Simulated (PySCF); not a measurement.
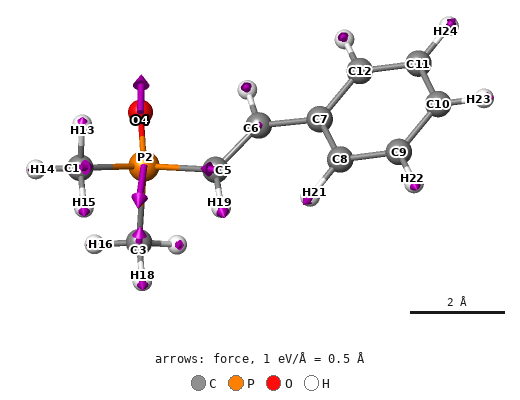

Starting geometry of C$_{10}$H$_{13}$OP with the computed forces as purple arrows. A ball-and-stick model, seen from a free direction.

The start comes from GFN2-xTB.

All numbers below come from PySCF 2.14.0, density-fitted response routines, PBE0-D3(BJ)/def2-SVP geometry optimisation, gas phase. 

### What follows when this structure is relaxed?

It isn't relaxed: the largest force vector, on the P atom, is 2.23 eV/Å. The final displacements have little in common with the starting forces (cosine between the two patterns 0.25). Over 4 geometry steps the energy falls by 0.099 eV. An H atom moves most after the best rigid fit: 0.074 Å. Largest moves by element: H 0.074 Å, O 0.059 Å, C 0.042 Å, P 0.022 Å. Some distances before and after: O–P 1.468 → 1.499 Å, C–P 1.836 → 1.818 Å, C–H 1.085 → 1.098 Å, C–C 1.453 → 1.464 Å. The run took 120 s on 1 thread of Intel(R) Xeon(R) 6975P-C, on a shared host.
